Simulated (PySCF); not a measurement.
# Protonated Nitrous Oxide (HN₂O+): spin-spin couplings at several levels of theory

How much do the spin-spin couplings of Protonated Nitrous Oxide (HN₂O+) (`N=[N+]=O`) depend on the level of theory, and what does each level cost?

Programs: PySCF 2.14.0, with density-fitted response routines of our own. Each step states its level of theory. These are calculated values for one molecule in the gas phase, unless marked as measured. Atoms count from 0, in the outputs and in this text.

### 1 Starting geometry

4 atoms, charge 1, multiplicity 1; geometry from: GFN2-xTB. The atoms were then displaced at random by about 0.03 Å, so the start is not that level's minimum.

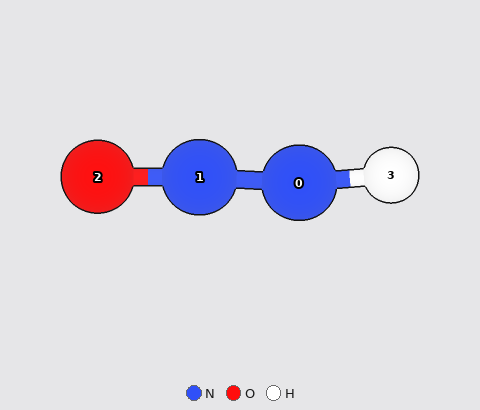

The starting geometry (nitrogen blue, oxygen red, hydrogen white), atoms numbered.

### 2 Optimising the geometry at PBE0-D3(BJ)/def2-SVP

The job: settings as JSON, then the geometry in Å.

```
{"job": {"xc": "PBE0", "basis": "def2-SVP", "d3": "d3bj", "grid": 1, "shake": 0.03, "kind": "geom"}, "charge": 1, "multiplicity": 1}
N     -0.480050    -0.070870    -0.015560
N      0.487770    -0.009880    -0.424020
O      1.480080    -0.000840    -0.833520
H     -1.384040     0.000700     0.325280
```

Run with:

```console
$ OMP_NUM_THREADS=1 python probes_run.py task.json out
```

One launch serves the whole session: the jobs run in the order shown.

Output:

```text
step   0  E = -184.52505097  max force = 0.193039
step   1  E = -184.55255410  max force = 0.030022
step   2  E = -184.55320485  max force = 0.007496
step   3  E = -184.55324546  max force = 0.001260
step   4  E = -184.55325232  max force = 0.000917
step   5  E = -184.55330782  max force = 0.008292
step   6  E = -184.55313655  max force = 0.060650
step   7  E = -184.55345852  max force = 0.030666
step   8  E = -184.55318214  max force = 0.061636
step   9  E = -184.55356537  max force = 0.042520
step  10  E = -184.55400513  max force = 0.029999
step  11  E = -184.55410115  max force = 0.019859
step  12  E = -184.55423845  max force = 0.000824
step  13  E = -184.55426184  max force = 0.000698
step  14  E = -184.55426239  max force = 0.000359
optimisation converged
```

It took 5.5 s on 1 thread of Arm Neoverse V2, shared host; peak memory 0.25 GiB.

Step by step: (the energy doesn't fall at every step)

```csv
step,energy from step 0 (eV),largest force component (eV/Å)
0,0.0000,9.9265
1,-0.7484,1.5438
2,-0.7661,0.3855
3,-0.7672,0.0648
4,-0.7674,0.0472
5,-0.7689,0.4264
6,-0.7642,3.1187
7,-0.7730,1.5769
8,-0.7655,3.1695
9,-0.7759,2.1865
10,-0.7879,1.5426
11,-0.7905,1.0212
12,-0.7942,0.0424
13,-0.7949,0.0359
14,-0.7949,0.0185
```

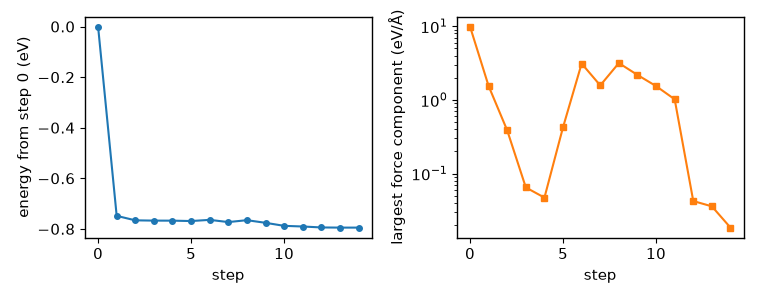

Energy and force, step by step.

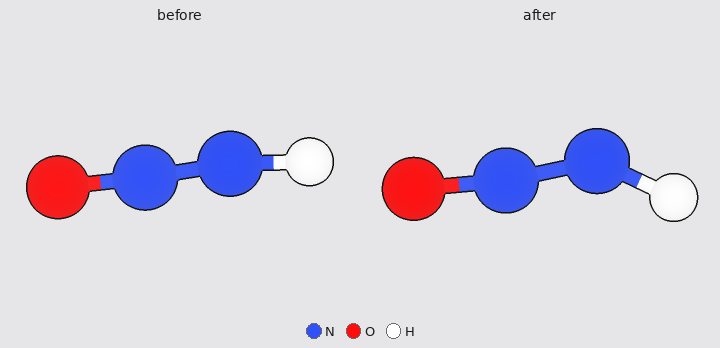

The geometry before (left) and after (right).

Close pairs (by a distance rule), those that changed most:

```csv
bond,before (Å),after (Å),change (Å)
N0–N1,1.052,1.135,+0.083
N0–H3,0.969,1.035,+0.066
N1–O2,1.074,1.128,+0.055
```

The next job starts from the end point, and lists it.

```csv
at the end point,value
"rotational constants (GHz, main isotopes)","1583.0, 11.950, 11.860"
```

### 3 Spin-spin couplings: B3LYP/def2-TZVP

The job: settings as JSON, then the geometry in Å.

```
{"job": {"kind": "j", "xc": "B3LYP", "basis": "def2-TZVP"}, "charge": 1, "multiplicity": 1}
N     -0.548483    -0.212985     0.010024
N      0.507246    -0.083578    -0.386266
O      1.574434    -0.086665    -0.752976
H     -1.429437     0.302337     0.181398
```

Level: B3LYP/def2-TZVP indirect spin-spin coupling, non-relativistic, gas phase.

Output:

```text
coarse grid: 3832 points
cycle   1  E = -184.8269141950  dE =  1.307e+00  |g| = 8.418e-01  |ddm| = 1.812e+00
cycle   2  E = -183.9168957359  dE =  9.100e-01  |g| = 2.428e+00  |ddm| = 1.384e+00
cycle   3  E = -184.8712261788  dE = -9.543e-01  |g| = 7.049e-01  |ddm| = 1.183e+00
cycle   4  E = -184.9636137623  dE = -9.239e-02  |g| = 1.678e-01  |ddm| = 3.913e-01
cycle   5  E = -184.9690366024  dE = -5.423e-03  |g| = 2.829e-02  |ddm| = 8.287e-02
cycle   6  E = -184.9691610004  dE = -1.244e-04  |g| = 5.072e-03  |ddm| = 1.629e-02
cycle   7  E = -184.9691658941  dE = -4.894e-06  |g| = 6.661e-04  |ddm| = 2.872e-03
final grid: 38568 points
cycle   8  E = -184.9659598852  dE = -1.701e-06  |g| = 6.864e-03  |ddm| = 1.487e-02
cycle   9  E = -184.9658666891  dE =  9.320e-05  |g| = 2.299e-02  |ddm| = 1.354e-02
cycle  10  E = -184.9659681663  dE = -1.015e-04  |g| = 1.281e-03  |ddm| = 1.103e-02
cycle  11  E = -184.9659684542  dE = -2.879e-07  |g| = 4.943e-04  |ddm| = 7.411e-04
cycle  12  E = -184.9659684938  dE = -3.958e-08  |g| = 6.644e-05  |ddm| = 2.063e-04
cycle  13  E = -184.9659684947  dE = -8.642e-10  |g| = 8.382e-06  |ddm| = 3.996e-05
converged SCF energy = -184.9659684947

Indirect spin-spin couplings (Hz)
  i      j    bonds     total        FC       PSO       DSO        SD
  0 N    1 N    1     13.309    10.475     0.614     0.029     2.190
  0 N    2 O    2     12.526    -5.151     8.258    -0.087     9.505
  0 N    3 H    1   -155.197  -154.949     0.480    -0.293    -0.434
  1 N    2 O    1    -51.794   -46.163    -5.830     0.031     0.168
  1 N    3 H    2    -17.769   -16.620    -1.569     0.538    -0.118
  2 O    3 H    3     -4.657    -0.235    -4.995     0.572     0.001
```

It took 2 s on 1 thread of Arm Neoverse V2, shared host; peak memory 0.34 GiB.

The basis is not made for couplings: without tight functions at the nuclei these values are rough.

A choice of the couplings up to four bonds, sorted by the number of bonds; isotopes 1H, 15N, 17O:

```csv
pair,bonds,J (Hz),Fermi contact (Hz)
N0–H3,1,-155.2,-154.9
N1–O2,1,-51.8,-46.2
N0–N1,1,13.3,10.5
N1–H3,2,-17.8,-16.6
N0–O2,2,12.5,-5.2
O2–H3,3,-4.7,-0.2
```

Quadrupole couplings from the field gradients of the same density:

```csv
atom,isotope,eQq/h (MHz),η
O2,17O,-8.270,0.43
N0,14N,2.794,0.11
N1,14N,1.041,0.98
```

### 4 Spin-spin couplings: B3LYP/cc-pVTZ

The job: settings as JSON, then the geometry in Å.

```
{"job": {"kind": "j", "xc": "B3LYP", "basis": "cc-pVTZ"}, "charge": 1, "multiplicity": 1}
N     -0.548483    -0.212985     0.010024
N      0.507246    -0.083578    -0.386266
O      1.574434    -0.086665    -0.752976
H     -1.429437     0.302337     0.181398
```

With the program's defaults for keys left out, this is: B3LYP/cc-pVTZ indirect spin-spin coupling, non-relativistic, gas phase.

Output:

```text
coarse grid: 3832 points
cycle   1  E = -184.8209740269  dE =  1.303e+00  |g| = 8.442e-01  |ddm| = 4.154e+00
cycle   2  E = -183.9079246324  dE =  9.130e-01  |g| = 2.438e+00  |ddm| = 3.047e+00
cycle   3  E = -184.8656260418  dE = -9.577e-01  |g| = 7.031e-01  |ddm| = 2.557e+00
cycle   4  E = -184.9571956384  dE = -9.157e-02  |g| = 1.670e-01  |ddm| = 8.540e-01
cycle   5  E = -184.9625332093  dE = -5.338e-03  |g| = 2.758e-02  |ddm| = 1.860e-01
cycle   6  E = -184.9626484862  dE = -1.153e-04  |g| = 5.171e-03  |ddm| = 3.864e-02
cycle   7  E = -184.9626535454  dE = -5.059e-06  |g| = 6.832e-04  |ddm| = 6.790e-03
final grid: 38568 points
cycle   8  E = -184.9590719684  dE = -2.962e-06  |g| = 6.310e-03  |ddm| = 1.981e-02
cycle   9  E = -184.9589932016  dE =  7.877e-05  |g| = 2.116e-02  |ddm| = 2.700e-02
cycle  10  E = -184.9590790949  dE = -8.589e-05  |g| = 1.104e-03  |ddm| = 2.140e-02
cycle  11  E = -184.9590793031  dE = -2.082e-07  |g| = 4.465e-04  |ddm| = 1.540e-03
cycle  12  E = -184.9590793355  dE = -3.244e-08  |g| = 6.293e-05  |ddm| = 4.738e-04
cycle  13  E = -184.9590793363  dE = -7.353e-10  |g| = 8.251e-06  |ddm| = 8.664e-05
converged SCF energy = -184.9590793363

Indirect spin-spin couplings (Hz)
  i      j    bonds     total        FC       PSO       DSO        SD
  0 N    1 N    1     34.846    32.124     0.543     0.030     2.149
  0 N    2 O    2     11.397    -5.977     8.118    -0.086     9.341
  0 N    3 H    1   -145.544  -145.207     0.423    -0.277    -0.483
  1 N    2 O    1    -34.114   -28.242    -6.071     0.032     0.167
  1 N    3 H    2    -16.179   -14.962    -1.619     0.540    -0.138
  2 O    3 H    3     -4.519    -0.053    -5.031     0.572    -0.008
```

It took 2.1 s on 1 thread of Arm Neoverse V2, shared host; peak memory 0.36 GiB.

This basis has no tight s functions, so the Fermi-contact terms are rough.

This run: J(N0,H3) -145.5 Hz, J(N0,N1) 34.8 Hz, J(N1,O2) -34.1 Hz.

### 5 J couplings: B3LYP/6-31G*

The job: settings as JSON, then the geometry in Å.

```
{"job": {"kind": "j", "xc": "B3LYP", "basis": "6-31G*"}, "charge": 1, "multiplicity": 1}
N     -0.548483    -0.212985     0.010024
N      0.507246    -0.083578    -0.386266
O      1.574434    -0.086665    -0.752976
H     -1.429437     0.302337     0.181398
```

With the program's defaults for keys left out, this is: B3LYP/6-31G* indirect spin-spin coupling, non-relativistic, gas phase.

Output:

```text
coarse grid: 3832 points
cycle   1  E = -184.7538429164  dE =  1.329e+00  |g| = 8.471e-01  |ddm| = 2.430e+00
cycle   2  E = -183.7614973751  dE =  9.923e-01  |g| = 2.446e+00  |ddm| = 1.900e+00
cycle   3  E = -184.7930222811  dE = -1.032e+00  |g| = 7.250e-01  |ddm| = 1.654e+00
cycle   4  E = -184.8975221157  dE = -1.045e-01  |g| = 1.522e-01  |ddm| = 5.325e-01
cycle   5  E = -184.9022382913  dE = -4.716e-03  |g| = 2.274e-02  |ddm| = 9.753e-02
cycle   6  E = -184.9023347168  dE = -9.643e-05  |g| = 3.866e-03  |ddm| = 1.772e-02
cycle   7  E = -184.9023378891  dE = -3.172e-06  |g| = 6.187e-04  |ddm| = 2.946e-03
final grid: 38568 points
cycle   8  E = -184.8762200704  dE =  2.407e-06  |g| = 6.447e-03  |ddm| = 8.051e-03
cycle   9  E = -184.8761331517  dE =  8.692e-05  |g| = 2.169e-02  |ddm| = 1.735e-02
cycle  10  E = -184.8762279847  dE = -9.483e-05  |g| = 1.334e-03  |ddm| = 1.406e-02
cycle  11  E = -184.8762283413  dE = -3.565e-07  |g| = 4.022e-04  |ddm| = 1.001e-03
cycle  12  E = -184.8762283700  dE = -2.871e-08  |g| = 2.620e-05  |ddm| = 2.334e-04
cycle  13  E = -184.8762283701  dE = -1.513e-10  |g| = 6.041e-06  |ddm| = 2.538e-05
converged SCF energy = -184.8762283701

Indirect spin-spin couplings (Hz)
  i      j    bonds     total        FC       PSO       DSO        SD
  0 N    1 N    1     16.672    14.683     0.091     0.035     1.863
  0 N    2 O    2     16.405     1.777     6.826    -0.083     7.885
  0 N    3 H    1   -141.088  -140.647     0.448    -0.306    -0.582
  1 N    2 O    1    -22.664   -17.165    -5.705     0.044     0.162
  1 N    3 H    2    -12.942   -12.188    -1.173     0.529    -0.110
  2 O    3 H    3     -4.789    -1.341    -4.173     0.557     0.168
```

It took 0.94 s on 1 thread of Arm Neoverse V2, shared host; peak memory 0.36 GiB.

This basis has no tight s functions, so the Fermi-contact terms are rough.

Key values: J(N0,H3) -141.1 Hz, J(N1,O2) -22.7 Hz, J(N0,N1) 16.7 Hz.

### 6 Comparing the runs: spin-spin couplings

Couplings (Hz), with basis size and wall time:

```csv
run,N0–H3,N1–O2,N1–H3,N0–N1,N0–O2,O2–H3,functions,time
B3LYP/def2-TZVP,-155.2,-51.8,-17.8,13.3,12.5,-4.7,99,2 s
B3LYP/cc-pVTZ,-145.5,-34.1,-16.2,34.8,11.4,-4.5,104,2.1 s
B3LYP/6-31G*,-141.1,-22.7,-12.9,16.7,16.4,-4.8,44,0.94 s
```

### 7 Summary of results

```
                                       quantity                      value
           rotational constants (main isotopes)  1583.05, 11.95, 11.86 GHz
largest coupling of the table (B3LYP/def2-TZVP)   1J(N,H) N0–H3, -155.2 Hz
        range of J(N0,H3), mean over like pairs        -155.2 to -141.1 Hz
```

Single values in the summary come from the first run of each kind that ended normally (B3LYP/def2-TZVP), which need not be the best level. The start was shaken at random, so part of the energy gained undoes that. The optimisation took 14 steps and gained 0.795 eV; among the close pairs (by a distance rule), N0–N1 changed most, from 1.052 to 1.135 Å. No frequency check was run at this level, so the end point may be a saddle. In the run at B3LYP/def2-TZVP, the largest coupling of the table is N0–H3, -155.2 Hz, of which the Fermi-contact term gives -154.9 Hz. The coupling N0–H3, as a mean over pairs of its kind, runs from -155.2 Hz (B3LYP/def2-TZVP) to -141.1 Hz (B3LYP/6-31G*). Couplings from bases without tight functions are rough.
